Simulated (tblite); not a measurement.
CH6Br2OSi3: frequency calculation

The run: frequency calculation of CH6Br2OSi3, SMILES Br[Si]1(Br)O[SiH2]C[SiH2]1. Method and program: GFN2-xTB harmonic vibrations, gas phase (tblite 0.8.0).

It belongs to a series of runs on one base structure; here: C replaced by Si.

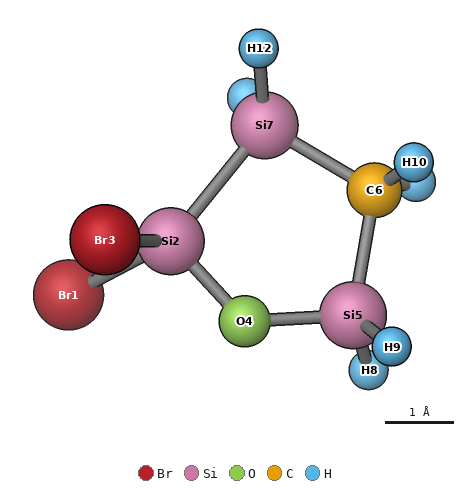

Fig. 1: The input geometry (ball-and-stick view, seen at a tilt; atoms are numbered from 1 in the order of the input).

## Results in brief

```csv
quantity,value
outcome,converged
total energy,−620.5828 eV
zero-point energy,42.5430 kcal/mol
hardware,"1 CPU thread, shared host"
wall time,1.3 s
peak memory,0.18 GiB
```

## The input
```
{"job": {"kind": "ir", "xc": "GFN2-xTB", "basis": "xTB"}, "charge": 0, "multiplicity": 1}
Br     2.659544    -1.834895     1.442286
Si     1.669715    -0.273004     0.214982
Br     3.271494     0.596890    -1.053108
O      0.750157    -1.112655    -0.830716
Si    -0.852872    -0.960008    -1.111280
C     -1.378214     0.528685    -0.026367
Si     0.035775     1.081327     1.128710
H     -1.427870    -2.213623    -0.646255
H     -0.934182    -0.683352    -2.536601
H     -1.669442     1.359611    -0.669784
H     -2.270715     0.278773     0.545956
H      0.361617     2.502708     0.997061
H     -0.219396     0.730030     2.527388
```

The first line tells a small driver script what to run in tblite; the rest is the geometry in Å.

Command:
```bash
OMP_NUM_THREADS=1 python <driver script> task.json out
```

## Log
```
mode    cm-1     km/mol
  1      26.8      0.03
  2      39.7      0.01
  3      66.0      0.38
  4      87.2     12.16
  5     132.9     22.02
  6     180.2     23.49
  7     200.3      3.77
  8     313.3      8.63
  9     339.8     23.01
 10     405.8     25.56
 11     455.7      0.34
 12     474.7     49.38
 13     523.0     15.72
 14     537.1    144.48
 15     604.8     15.84
 16     607.3     36.44
 17     634.1     11.36
 18     667.4    156.02
 19     692.4    108.95
 20     748.9    490.58
 21     756.9     14.36
 22     776.9    188.09
 23     791.9    462.59
 24     974.1    406.31
 25     982.4     12.89
 26    1116.5    114.69
 27    1455.7      3.76
 28    2251.9    167.89
 29    2258.6    344.34
 30    2340.0    346.79
 31    2354.5    216.21
 32    2971.1     19.55
 33    2991.3      4.26
```

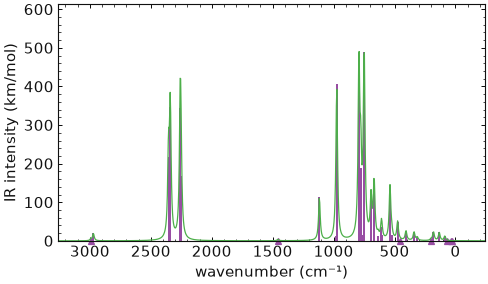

Fig. 2: Harmonic infrared spectrum, unscaled: sticks (degenerate modes added up, dark ones marked on the axis) with a Lorentzian envelope of 16 cm⁻¹ full width, scaled to the tallest stick. 33 modes from 27 to 2991 cm⁻¹, none imaginary. The strongest line is at 749 cm⁻¹ (491 km/mol).
